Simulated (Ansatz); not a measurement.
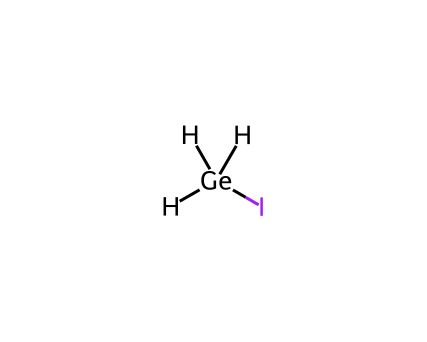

Give its SMILES.

Answer. [GeH3][I]

What is the molecular formula?

Answer. GeH3I.

The parts below concern this one geometry. Atoms keep their numbers from picture to picture. The computed structure is the end point of a PBE0-D4/def2-TZVP optimisation.

Geometry

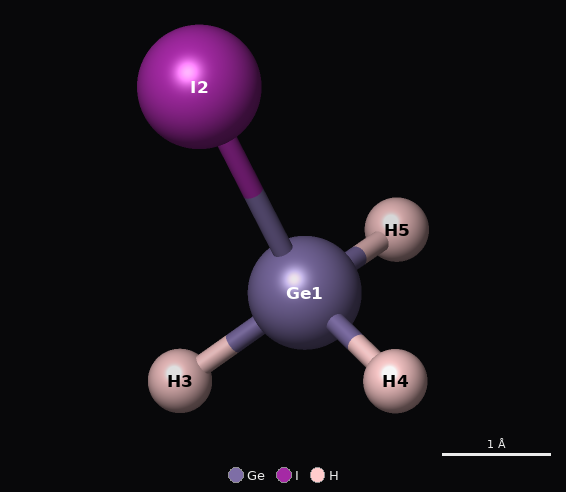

Give the bond lengths.

```
  bond  length (Å)
Ge1–I2       2.514
Ge1–H3       1.532
Ge1–H4       1.532
Ge1–H5       1.532
```

Vibrations

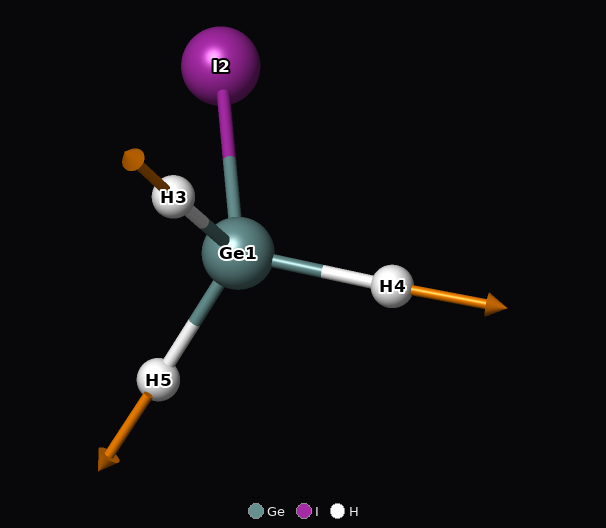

The arrows show one normal mode. Harmonic vibrations computed with RKS PBE0-D4/def2-TZVP, core potentials on I (Ansatz 0.2.0) at a stationary point of the same level.

What kind of motion is it?

Answer. Mostly in-phase stretching of 3 Ge–H bonds.

Estimate its harmonic wavenumber.

Answer. 2172 cm⁻¹; it is mode 7 of 9 counted from the lowest.

Dipole moment

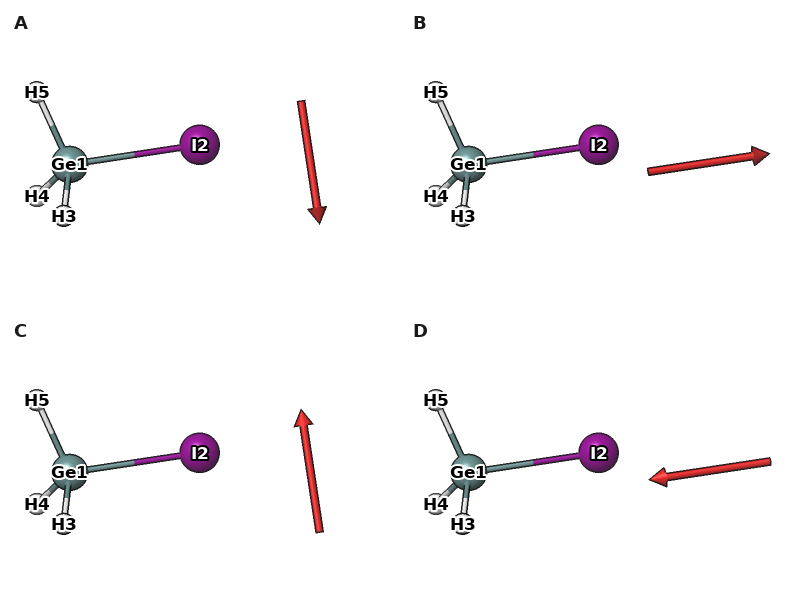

The same molecule four times, each with an arrow. Method: RKS B3LYP-D4/def2-TZVPP, core potentials on I (Ansatz 0.2.0).

Which arrow points along the dipole moment, from the negative to the positive end?

Answer. D. The dipole moment is 1.56 D; it points from the side of I2 to the side of H3, H4, H5 (the outermost atoms at the two ends).

Charges

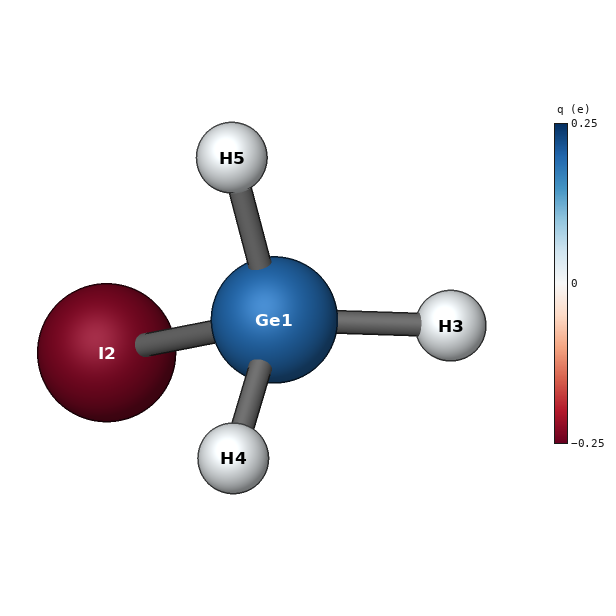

Atoms are coloured by their Mulliken charges. Properties computed with RKS PBE-D4/def2-TZVPP, core potentials on I (Ansatz 0.2.0).

Give the Mulliken charges atom by atom.

```json
{"atom": "Ge1", "value (e)": "0.20"}
{"atom": "I2", "value (e)": "−0.23"}
{"atom": "H3", "value (e)": "0.01"}
{"atom": "H4", "value (e)": "0.01"}
{"atom": "H5", "value (e)": "0.01"}
```

Mulliken values depend strongly on the basis set and can even reverse the polarity of a bond.
